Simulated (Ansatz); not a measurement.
# (SrO)3(MgS)1 [001] superlattice, started as rocksalt type: the cell at rest

Aim: bring (SrO)3(MgS)1 [001] superlattice, started as rocksalt type to small forces and stress, as phonons need.

Main program and level: Ansatz 0.2.0; DFT PBEsol, scalar-relativistic, plane waves, PAW.

The structure was built from a prototype and need not be the compound's stable phase.

## 1. Set-up

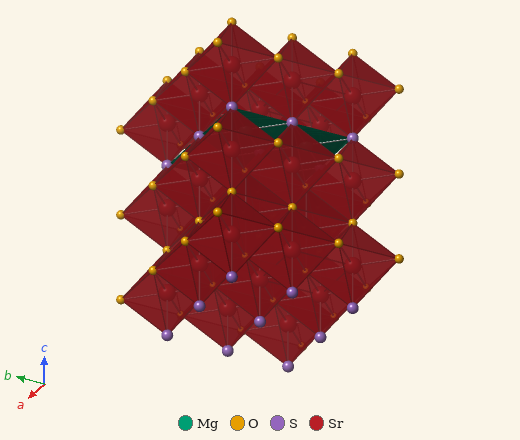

The cell as given, from a free direction (magnesium teal, oxygen orange, sulfur purple, strontium red). 2×2×1 cells are drawn. Some periodic images of atoms are drawn too.

## 2. Probe on a coarse mesh

A quick single point on a coarse mesh tells whether the cell has a gap and how far it is from rest, which sets the k mesh and smearing that follow.

input.yaml

```yaml
crystal:
  lattice:
    - [2.585, 2.585, 0.0]
    - [-2.585, 2.585, 0.0]
    - [0.0, 0.0, 10.34]
  atoms:
    - { symbol: Mg, position: [0.5, 0.5, 0.75] }
    - { symbol: O, position: [0.5, 0.5, 0.0] }
    - { symbol: O, position: [1.0, 0.0, 0.25] }
    - { symbol: O, position: [0.5, 0.5, 0.5] }
    - { symbol: S, position: [1.0, 0.0, 0.75] }
    - { symbol: Sr, position: [0.0, 0.0, 0.0] }
    - { symbol: Sr, position: [0.5, 0.5, 0.25] }
    - { symbol: Sr, position: [0.0, 0.0, 0.5] }
kpoints:
  mp_grid: { grid: [6, 6, 2] }
hamiltonian:
  xc: pbesol
scf:
  occupations: { method: gaussian, width: 0.1 }
output:
  forces: true
  stress: true
  eigenvalues: true
```

Command:

```bash
ansatz run input.yaml --threads 8 --pin off --max-ram 14336MiB --backend cpu --events-out ev --progress --plain --runs-dir out
```

Numbers of over 12 decimals in the logs are rounded to 6 here.

What it wrote:

```text
Engine: ansatz 0.2.0, x86_64-unknown-linux-gnu
Pseudopotentials: kind: paw
Pseudopotential: Mg, paw, valence charge 10, recommended cutoff 420 eV (normal), Mg.paw.azcp
Pseudopotential: O, paw, valence charge 6, recommended cutoff 420 eV (normal), O.paw.azcp
Pseudopotential: S, paw, valence charge 6, recommended cutoff 420 eV (normal), S.paw.azcp
[...]
k-point 0: bands = [... 28 lower, 7.2650, 7.3749, 7.3749, 7.4018, 10.3632, 10.7188, 11.7771, 12.0353, ... 3 higher]
  k-point 1: bands = [... 28 lower, 7.2971, 7.2971, 7.3250, 7.3250, 10.6585, 10.8958, 11.1761, 11.9111, ... 3 higher]
  k-point 2: bands = [... 28 lower, 6.9977, 7.0143, 7.1020, 7.3124, 11.0870, 11.5119, 12.3473, 12.6213, ... 3 higher]
  k-point 19: bands = [... 28 lower, 7.0495, 7.0495, 7.1510, 7.1510, 10.5085, 11.5311, 11.5311, 11.5388, ... 3 higher]
[key lines of the parts left out:]
SCF converged after 6 iterations
Free energy (F): -14967.299952 eV
Fermi energy:    8.869176 eV
P = ⅓ Tr σ = 0.7375 GPa (7.375 kbar)
```

It took 2.3 s on 8 threads of Intel Xeon Platinum 8559C (Emerald Rapids), shared host; peak memory 0.62 GiB.

A gap read on the k-mesh alone can miss the band edges.

This step gave:

| Property | Result |
| --- | --- |
| pressure | 0.7375 GPa |
| gap on the k-mesh | 2.935 eV |
| volume per atom | 17.27 Å³ |
| direct gap on mesh | 2.961 eV |

The coarse mesh shows a gap of 2.93 eV and a pressure of 0.7 GPa.

## 3. Coarse relaxation

A rough relaxation comes first, because large forces or stress need no tight tolerances yet.

Changes to input.yaml since step 2:

```diff
@@ -24 +24,6 @@
   eigenvalues: true
+relax:
+  adjacent_minimum: "off"
+  f_tol: 0.05
+  max_steps: 80
+  cell: { stress_tol: 0.5 }
```

What it wrote:

```text
[...]
Crystal: 8 atoms, lattice volume = 138.188 Å³
Basis set: ecut = 420 eV, 2699 PW (Γ), exchange–correlation on 50×50×144 points (8 copies of the dense FFT grid, shifted against one another)
Bands: 40, of which v1, the nominal top of the filled ones, is band 32 counted from 1 (31 counted from 0)
Symmetry: 16 space group operations
[...]
k-points: 20 of 72
[...]
- [2.543502, 2.543502, 0.0]
    - [-2.543502, 2.543502, 0.0]
    - [0.0, 0.0, 10.732990]
  atoms:
    - { symbol: Mg, position: [0.5, 0.5, 0.75] }
    - { symbol: O, position: [0.5, 0.5, 0.00835329] }
    - { symbol: O, position: [1.0, 0.0, 0.250000] }
    - { symbol: O, position: [0.5, 0.5, 0.491647] }
    - { symbol: S, position: [1.0, 0.0, 0.75] }
    - { symbol: Sr, position: [0, 0, 0.013771] }
    - { symbol: Sr, position: [0.5, 0.5, 0.250000] }
    - { symbol: Sr, position: [0, 0, 0.486229] }
[key lines of the parts left out:]
SCF converged after 6 iterations
Free energy (F): -14967.676685 eV
Fermi energy:    8.805973 eV
P = ⅓ Tr σ = 0.0519 GPa (0.519 kbar)
```

It took 7 s on 8 threads; peak memory 0.67 GiB.

The steps of the relaxation:

```
step  energy less that of the first step (eV)  largest force component (eV/Å)  pressure (GPa)  volume (Å³)
   1                                   0.0000                          2.1170            0.74       138.19
   2                                  -0.1302                          1.5743            0.03       137.75
   3                                  -0.3408                          0.2269           -0.25       138.53
   4                                  -0.3632                          0.0710           -0.08       138.60
   5                                  -0.3727                          0.0213            0.01       138.87
  6*                                  -0.3767                          0.0213            0.05       138.87
```

Relaxation steps marked * repeat the geometry before them on a plane-wave basis chosen anew for their cell, so energy and pressure can jump there.

Forces are held to the 16 operations that the run works with; a distortion that breaks them can't arise in this run.

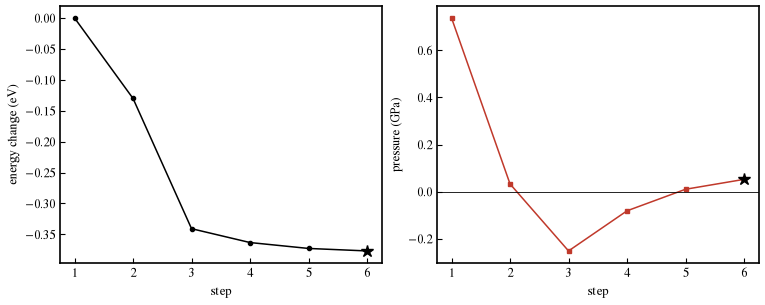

Energy and pressure along the relaxation. Stars mark steps on a basis chosen anew.

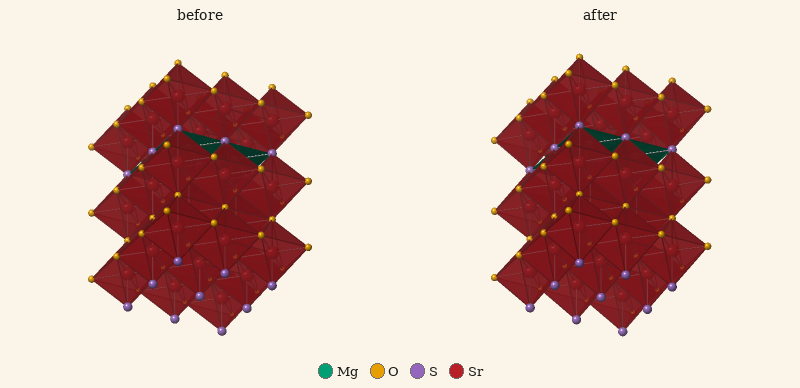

Before and after, at one scale.

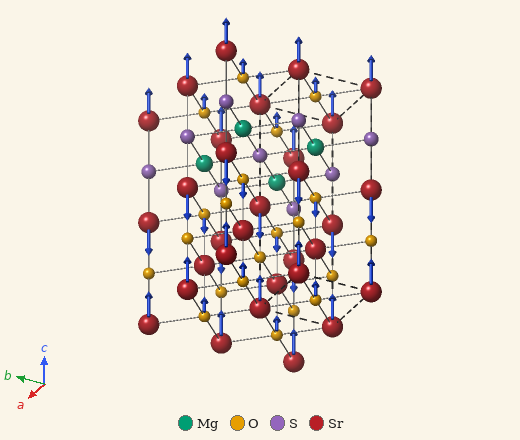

Displacements in the relaxation, exaggerated, measured against the changing cell; the longest in the cell stands for 0.15 Å. 2×2×1 cells are drawn. Some periodic images of atoms are drawn too.

```
conventional cell, symmetrised  before   after  change
                         a (Å)   3.656   3.597  -1.6 %
                         b (Å)   3.656   3.597  -1.6 %
                         c (Å)  10.340  10.733  +3.8 %
              volume (Å³/atom)   17.27   17.36  +0.5 %
```

The atoms that moved most (Å, as changes of fractional coordinates times the final cell):

```
atom     dx     dy      dz  length
 Sr8  0.000  0.000  -0.148   0.148
 Sr6  0.000  0.000   0.148   0.148
  O4  0.000  0.000  -0.090   0.090
  O2  0.000  0.000   0.090   0.090
```

Numbers from this step:

| Property | Result |
| --- | --- |
| pressure | 0.05188 GPa |
| gap on the k-mesh | 2.781 eV |
| volume per atom | 17.36 Å³ |
| direct gap on mesh | 2.940 eV |

In this step the volume went from 17.27 to 17.36 Å³/atom.

## 4. Relaxation

Harmonic phonons are second derivatives at a point where the forces vanish, and they are wanted at zero stress, so atoms and cell are relaxed first.

input.yaml

```yaml
crystal:
  lattice:
    - [2.5435022992, 2.5435022992, 0.0]
    - [-2.5435022992, 2.5435022992, 0.0]
    - [0.0, 0.0, 10.7329904481]
  atoms:
    - { symbol: Mg, position: [0.5, 0.5, 0.75] }
    - { symbol: O, position: [0.5, 0.5, 0.0083532895] }
    - { symbol: O, position: [1.0, 0.0, 0.25] }
    - { symbol: O, position: [0.5, 0.5, 0.4916467105] }
    - { symbol: S, position: [1.0, 0.0, 0.75] }
    - { symbol: Sr, position: [0.0, 0.0, 0.0137708617] }
    - { symbol: Sr, position: [0.5, 0.5, 0.25] }
    - { symbol: Sr, position: [0.0, 0.0, 0.4862291383] }
kpoints:
  mp_grid: { grid: [6, 6, 2] }
hamiltonian:
  xc: pbesol
scf:
  occupations: { method: gaussian, width: 0.02 }
output:
  forces: true
  stress: true
  eigenvalues: true
  write_density: true
  write_potential: true
  elf: true
  volumetric_format: npy
relax:
  adjacent_minimum: "off"
  f_tol: 0.005
  max_steps: 80
  cell: { stress_tol: 0.05 }
```

What it wrote:

```text
[...]
Crystal: 8 atoms, lattice volume = 138.872 Å³
Basis set: ecut = 420 eV, 2683 PW (Γ), exchange–correlation on 50×50×144 points (8 copies of the dense FFT grid, shifted against one another)
Bands: 40, of which v1, the nominal top of the filled ones, is band 32 counted from 1 (31 counted from 0)
[... 1 set-up line as in the run before ...]
[...]
k-points: 20 of 72
[...]
SCF iter   1: F=—  HF=-14967.724868 eV  |F-HF|=—  |Δ(HF+E_count)|=         —  Δρ=1.24e-2  dr2=2.04e-1  ethr=1.77e-3  ⟨swp⟩=12.1  Hψ=4701  notcnv=0  defer=4
[...]
SCF iter   7: F=-14967.676685 eV  HF=-14967.676685 eV  |F-HF|=5.55e-9  |Δ(HF+E_count)|=   1.18e-8  Δρ=3.84e-6  dr2=2.40e-8  ethr=1.56e-10  ⟨swp⟩=16.4  Hψ=6899  notcnv=0
SCF 1 converged in 7 iterations: F = -14967.676685 eV  dr2 = 2.40e-8
[...]
relax step   1: F+E_penalty+E_count = -14967.67668480 eV  Δ(F+E_penalty+E_count) = +0.000e0 eV  max|allowed force component| = 2.131e-2 eV/Å  Δτ_max = 0.0000 Å  P = +0.052 GPa  Ω = 138.872 Å³  (7 SCF iters, dr2 threshold 1.00e-7 eV, accepted)
Crystal: 8 atoms, lattice volume = 139.191 Å³
Basis set: ecut = 420 eV, 2691 PW (Γ), exchange–correlation on 50×50×144 points (8 copies of the dense FFT grid, shifted against one another)
[...]
SCF iter   6: F=-14967.676346 eV  HF=-14967.676346 eV  |F-HF|=7.04e-10  |Δ(HF+E_count)|=  5.38e-10  Δρ=9.88e-7  dr2=1.62e-9  ethr=3.32e-11  ⟨swp⟩=7.7  Hψ=5707  notcnv=0
SCF 2 converged in 6 iterations: F = -14967.676346 eV  dr2 = 1.62e-9
relax step   2: F+E_penalty+E_count = -14967.67634638 eV  Δ(F+E_penalty+E_count) = +3.384e-4 eV  max|allowed force component| = 5.093e-2 eV/Å  Δτ_max = 0.0099 Å  P = -0.074 GPa  Ω = 139.191 Å³  energy of the carried Pulay correction = -5.798e-4 eV  (6 SCF iters, dr2 threshold 1.70e-7 eV, accepted)
Crystal: 8 atoms, lattice volume = 139.357 Å³
Basis set: ecut = 420 eV, 2693 PW (Γ), exchange–correlation on 50×50×144 points (8 copies of the dense FFT grid, shifted against one another)
[...]
SCF iter   6: F=-14967.675810 eV  HF=-14967.675810 eV  |F-HF|=1.60e-9  |Δ(HF+E_count)|=   7.16e-9  Δρ=1.35e-6  dr2=2.78e-9  ethr=4.79e-11  ⟨swp⟩=8.7  Hψ=6016  notcnv=0
SCF 3 converged in 6 iterations: F = -14967.675810 eV  dr2 = 2.78e-9
relax step   3: F+E_penalty+E_count = -14967.67581019 eV  Δ(F+E_penalty+E_count) = +5.362e-4 eV  max|allowed force component| = 5.681e-2 eV/Å  Δτ_max = 0.0091 Å  P = -0.137 GPa  Ω = 139.357 Å³  energy of the carried Pulay correction = -8.816e-4 eV  (6 SCF iters, dr2 threshold 1.62e-7 eV, rejected (line search))
[...]
relax step   4: F+E_penalty+E_count = -14967.67678951 eV  Δ(F+E_penalty+E_count) = -4.431e-4 eV  max|allowed force component| = 6.325e-4 eV/Å  Δτ_max = 0.0034 Å  P = -0.005 GPa  Ω = 139.080 Å³  energy of the carried Pulay correction = -3.783e-4 eV  (8 SCF iters, accepted)
[...]
SCF iter   1: F=—  HF=-14967.676947 eV  |F-HF|=—  |Δ(HF+E_count)|=         —  Δρ=3.92e-5  dr2=9.14e-8  ethr=5.10e-7  ⟨swp⟩=3.9  Hψ=7059  notcnv=0
eigensolver tolerance schedule: the retry pair's looser diagonalisation over-reported the residual by 3569.31 of it (diagonalisation noise at 1.42 of the residual, at the tolerance the schedule requests for it); recorded, not acted on — ethr = c·dr2/N_el stays at c = 1.0e-1
[...]
SCF iter   2: F=—  HF=-14967.677100 eV  |F-HF|=—  |Δ(HF+E_count)|=   1.53e-4  Δρ=1.96e-5  dr2=2.21e-8  ethr=1.43e-10  ⟨swp⟩=3.5  Hψ=2108  notcnv=0
[...]
SCF iter   6: F=-14967.677102 eV  HF=-14967.677102 eV  |F-HF|=2.36e-11  |Δ(HF+E_count)|=   1.94e-9  Δρ=7.32e-8  dr2=1.36e-12  ethr=1.00e-12  ⟨swp⟩=5.9  Hψ=4245  notcnv=0
SCF 5 converged in 6 iterations: F = -14967.677102 eV  dr2 = 1.36e-12
relax step   5: F+E_penalty+E_count = -14967.67710241 eV  Δ(F+E_penalty+E_count) = -3.129e-4 eV  max|allowed force component| = 6.400e-4 eV/Å  Δτ_max = 0.0000 Å  P = -0.000 GPa  Ω = 139.080 Å³  stress off target by 1.70e-3 GPa  SCF on the basis re-selected at this cell (its energy is not comparable with the rows above)  (6 SCF iters)
[...]
SCF converged after 6 iterations
Free energy (F): -14967.677102 eV
[...]
Internal energy: -14967.677102 eV  (E = F + TS)
E sigma→0 (E₀):  -14967.677102 eV
Fermi energy:    8.765648 eV
[...]
--- Forces (eV/Å), atoms counted from 1 ---
  atom   1  Mg    -0.00000000    -0.00000000     0.00000000
  atom   2  O      0.00000000    -0.00000000    -0.00064001
  atom   3  O      0.00000000    -0.00000000    -0.00000000
  atom   4  O      0.00000000    -0.00000000     0.00064001
  atom   5  S     -0.00000000    -0.00000000     0.00000000
  atom   6  Sr    -0.00000000    -0.00000000    -0.00057138
  atom   7  Sr     0.00000000    -0.00000000     0.00000000
  atom   8  Sr     0.00000000    -0.00000000     0.00057138
  max |Σ_I F_I| component: 9.61e-28 eV/Å
--- Stress (GPa, compression-positive) ---
       -0.001350      -0.000000      -0.000000
       -0.000000      -0.001350      -0.000000
       -0.000000      -0.000000       0.001701
  P = ⅓ Tr σ = -0.0003 GPa (-0.003 kbar)
--- Band table (eV; the first three rows and the last of 20) ---
  k-point 0: bands = [... 28 lower, 7.3194, 7.3194, 7.3989, 7.3989, 10.4071, 10.5877, 11.7254, 12.1226, ... 4 higher]
  k-point 1: bands = [... 28 lower, 7.3497, 7.3497, 7.3661, 7.3661, 10.6408, 10.7315, 11.3955, 11.9424, ... 4 higher]
  k-point 2: bands = [... 28 lower, 6.8399, 7.0281, 7.1068, 7.1097, 11.1776, 11.3638, 12.3284, 12.6128, ... 4 higher]
  k-point 19: bands = [... 28 lower, 7.1272, 7.1272, 7.1669, 7.1669, 10.2676, 11.1085, 11.1085, 11.6525, ... 4 higher]
--- Relaxed structure (4 steps of the walk, 3 accepted, 1 SCFs on fresh bases) ---
[...]
cell:  # Å, volume = 139.0798 Å³
    - [2.542018, 2.542018, 0.0]
    - [-2.542018, 2.542018, 0.0]
    - [0.0, 0.0, 10.761602]
  atoms:
    - { symbol: Mg, position: [0.500000, 0.500000, 0.750000] }
    - { symbol: O, position: [0.500000, 0.500000, 0.00913902] }
    - { symbol: O, position: [1.000000, 0.0, 0.25] }
    - { symbol: O, position: [0.500000, 0.500000, 0.490861] }
    - { symbol: S, position: [1.000000, 0.0, 0.750000] }
    - { symbol: Sr, position: [0, 0.0, 0.013899] }
    - { symbol: Sr, position: [0.500000, 0.500000, 0.25] }
    - { symbol: Sr, position: [0, 0, 0.486101] }
```

Elapsed: 7.5 s, on 8 threads; peak memory 0.68 GiB; 38 s of CPU time.

Relaxation path:

```
step  energy less that of the first step (eV)  largest force component (eV/Å)  pressure (GPa)  volume (Å³)
   1                                   0.0000                          0.0213            0.05       138.87
   2                                   0.0003                          0.0509           -0.07       139.19
   3                                   0.0009                          0.0568           -0.14       139.36
   4                                  -0.0001                          0.0006            0.00       139.08
  5*                                  -0.0004                          0.0006            0.00       139.08
```

Relaxation steps marked * repeat the geometry before them on a plane-wave basis chosen anew for their cell, so energy and pressure can jump there. Relaxation step 3 was tried and not accepted.

The run keeps the 16 symmetry operations that it works with, so distortions that break them were not tested.

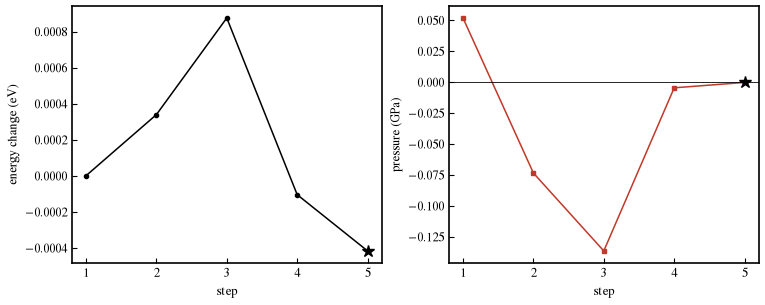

Energy and pressure along the relaxation. Stars mark steps on a basis chosen anew.

```
conventional cell, symmetrised  before   after  change
                         a (Å)   3.597   3.595  -0.1 %
                         b (Å)   3.597   3.595  -0.1 %
                         c (Å)  10.733  10.762  +0.3 %
              volume (Å³/atom)   17.36   17.38  +0.1 %
```

This step gave:

* pressure: -3.33e-4 GPa
* gap on the k-mesh: 2.733 eV
* volume per atom: 17.38 Å³
* direct gap on mesh: 2.889 eV

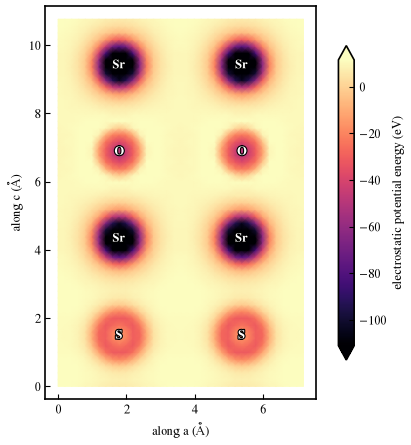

Electrostatic potential energy in the ac plane at fractional y = 0.000, with atoms of O and S and Sr within 0.2 Å of it. With pseudopotentials it is smooth inside the atoms' cores, unlike the true potential. The map starts off the cell's origin, so that atoms lie inside it.

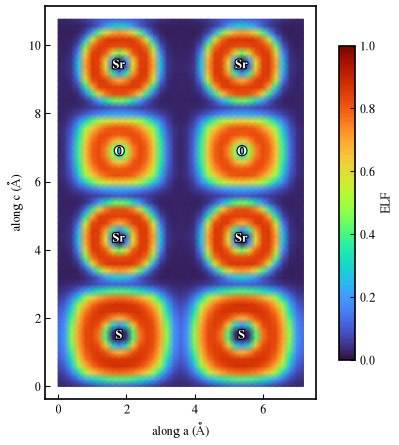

ELF in the ac plane at fractional y = 0.000, with atoms of O and S and Sr within 0.2 Å of it. It is the smooth field of the valence electrons, not physical close to the nuclei. The map starts off the cell's origin, so that atoms lie inside it.

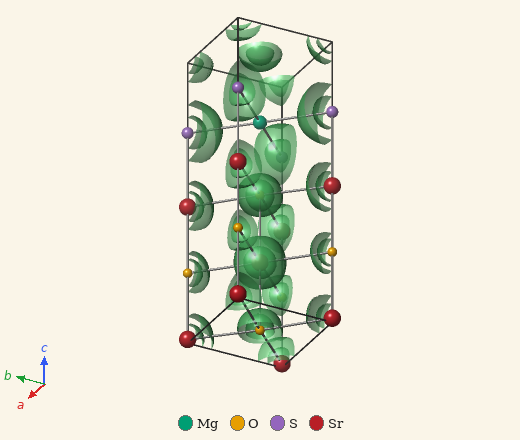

Surface of ELF = 0.8.

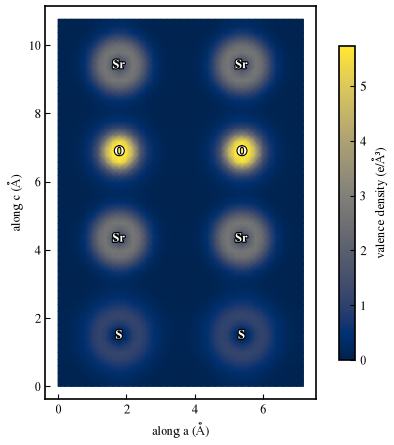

Valence density in the ac plane at fractional y = 0.000, with atoms of O and S and Sr within 0.2 Å of it. It is the smooth field of the valence electrons, not physical close to the nuclei. The map starts off the cell's origin, so that atoms lie inside it.

In this step the volume went from 17.36 to 17.38 Å³/atom.

## 5. Relaxing to small forces for the phonons

Phonons need a cell at rest on their own settings, so the relaxation is repeated with tight tolerances on forces and stress, using the mesh and the filling of the phonon run that follows.

input.yaml

```yaml
crystal:
  lattice:
    - [2.5420180968, 2.5420180968, 0.0]
    - [-2.5420180968, 2.5420180968, 0.0]
    - [0.0, 0.0, 10.7616019168]
  atoms:
    - { symbol: Mg, position: [0.5, 0.5, 0.75] }
    - { symbol: O, position: [0.5, 0.5, 0.0091390171] }
    - { symbol: O, position: [1.0, 0.0, 0.25] }
    - { symbol: O, position: [0.5, 0.5, 0.4908609829] }
    - { symbol: S, position: [1.0, 0.0, 0.75] }
    - { symbol: Sr, position: [0.0, 0.0, 0.0138986372] }
    - { symbol: Sr, position: [0.5, 0.5, 0.25] }
    - { symbol: Sr, position: [0.0, 0.0, 0.4861013628] }
kpoints:
  mp_grid: { grid: [8, 8, 2] }
hamiltonian:
  xc: pbesol
scf:
  occupations: { method: fixed }
output:
  forces: true
  stress: true
  eigenvalues: true
relax:
  adjacent_minimum: "off"
  f_tol: 0.001
  max_steps: 60
  cell: { stress_tol: 0.01 }
```

What it wrote:

```text
[...]
Crystal: 8 atoms, lattice volume = 139.080 Å³
Basis set: ecut = 420 eV, 2691 PW (Γ), exchange–correlation on 50×50×144 points (8 copies of the dense FFT grid, shifted against one another)
Bands: 40, of which v1, the nominal top of the filled ones, is band 32 counted from 1 (31 counted from 0)
[... 1 set-up line as in the run before ...]
[...]
k-points: 30 of 128
[...]
- [-2.5420180968, 2.5420180968, 0.0]
    - [0.0, 0.0, 10.7616019168]
  atoms:
    - { symbol: Mg, position: [0.5, 0.5, 0.750000] }
    - { symbol: O, position: [0.5, 0.5, 0.0091390171] }
    - { symbol: O, position: [1.0, 0.0, 0.25] }
    - { symbol: O, position: [0.5, 0.5, 0.4908609829] }
    - { symbol: S, position: [1.0, 0.0, 0.750000] }
    - { symbol: Sr, position: [0.0, 0.0, 0.0138986372] }
    - { symbol: Sr, position: [0.5, 0.5, 0.25] }
    - { symbol: Sr, position: [0.0, 0.0, 0.4861013628] }
[key lines of the parts left out:]
SCF converged after 7 iterations
Free energy (F): -14967.678949 eV
Fermi energy:    7.399081 eV
P = ⅓ Tr σ = -0.0034 GPa (-0.034 kbar)
```

It took 4.7 s on 8 threads; peak memory 0.69 GiB; 22 s of CPU time.

Little changed from the start: no atom moved by 0.005 Å and no cell edge by 0.1 %.

This step gave:

```
pressure           : -0.003439 GPa
direct gap on mesh : 2.888 eV
```

The largest force component left is 0.51 meV/Å and the pressure is -0.003 GPa, within the tolerances set. The cell now holds 17.38 Å³/atom.

## 6. Outcome

| Item | Value |
| --- | --- |
| space group after relaxation (within 0.01 Å) | P4/mmm |
| lattice constant a | 3.595 Å |
| lattice constant b | 3.595 Å |
| lattice constant c | 10.762 Å |
| volume per atom | 17.4 Å³ |
| gap on the k-mesh | 2.73 eV |

**Reading.** The largest force component left is 0.51 meV/Å and the pressure is -0.003 GPa, within the tolerances set. The cell now holds 17.38 Å³/atom. The relaxation keeps the symmetry of its start, so it says nothing on stability against lower symmetry. The starting cell was built on a prototype and not taken from a measurement, so the phase need not exist.

[Logs are printed without paths, hosts, clocks, repeated set-up lines and the standing remarks that a program may print on its own settings, such as how far it seeks lower states.]

[Hosts, paths, dates, database ids (printed as entryN), source tags and the programs' standing remarks are cut or masked in the printed files.]
